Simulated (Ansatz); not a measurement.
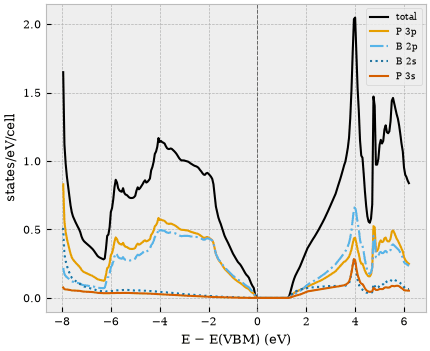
Figure: Total and projected density of states of BP (zinc blende, F-43m), DFT-PBE in the program Ansatz with PAW potentials

**Question.** Which orbitals carry the states next to the gap?

**Answer.** Top 1 eV of the valence band: B 2p 52 %, P 3p 45 %. Bottom 1 eV of the conduction band: P 3p 24 %, B 2p 24 %, B 2s 23 %, P 3s 12 %, outside the projected shells 16 %. Projections are on Löwdin-orthogonalised atomic valence shells; empty p or d shells of many metals are not among them.

The PBE relaxation kept the symmetry of its start; phonons on a q-mesh show no instability. The volume moved by 18 % from the start of the relaxation.

Potentials: the later of the program's two PAW sets.
